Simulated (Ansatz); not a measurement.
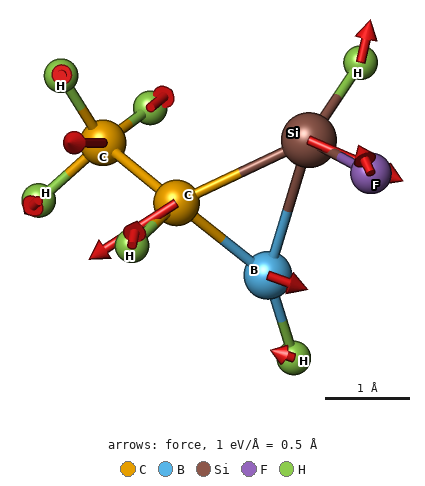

Starting geometry of C2H6BFSi (coarse preliminary run) with the computed forces as red arrows. The picture is a ball-and-stick view, seen at a tilt.

The start comes from a force field.

All numbers below come from RKS PBE-D4/def2-SVP in Ansatz.

Input file:
```yaml
crystal:
  periodic: [false, false, false]
  atoms:
    - {symbol: C, position_ang: [-0.653000, -0.915400, 0.951500]}
    - {symbol: C, position_ang: [-0.204400, 0.437100, 0.337100]}
    - {symbol: B, position_ang: [1.316900, 0.460600, 0.027100]}
    - {symbol: Si, position_ang: [0.008100, 0.451000, -1.443600]}
    - {symbol: F, position_ang: [-0.033000, 1.945600, -2.202200]}
    - {symbol: H, position_ang: [-0.458700, -0.878400, 2.021500]}
    - {symbol: H, position_ang: [-0.220000, -1.760600, 0.458200]}
    - {symbol: H, position_ang: [-1.765800, -0.911100, 0.819800]}
    - {symbol: H, position_ang: [-0.588100, 1.389700, 0.836900]}
    - {symbol: H, position_ang: [2.475000, 0.492800, 0.427600]}
    - {symbol: H, position_ang: [0.188500, -0.768100, -2.213300]}
basis:
  gaussian: {orbitals: def2-SVP}
hamiltonian: {xc: pbe, dispersion: d4}
relax: {f_tol: 0.03, max_steps: 200}
```

Launched with:
```bash
ansatz run in.yaml --threads 4 --pin off --events-out ev --progress --plain --max-ram 10444MiB
```

Is this structure relaxed? If not, where do the atoms go?

It isn't relaxed: the largest force vector, on C1, is 2.85 eV/Å. The final displacements have little in common with the starting forces (cosine between the two patterns 0.20). After 28 accepted moves (30 points after the start) the energy has fallen by 1.201 eV. Largest force component: 2.5 eV/Å at the start, 0.029 eV/Å at the end. The line search rejected the trial steps at points 15, 21 of the run. F5 moves most after the best rigid fit: 1.77 Å. By element the largest moves are F 1.77 Å, H 1.62 Å, C 0.73 Å, Si 0.65 Å, B 0.60 Å. Some distances before and after: C2–Si4 1.793 → 2.819 Å, C1–Si4 2.836 → 3.296 Å, C2–B3 1.553 → 1.482 Å, B3–Si4 1.969 → 1.904 Å. Bonds break: C2–Si4 (1.79 → 2.82 Å). Among the angles between lasting bonds that change: C2–B3–Si4 59.9° → 112.2°, Si4–B3–H10 150.7° → 119.6°, C2–B3–H10 149.4° → 126.9°.
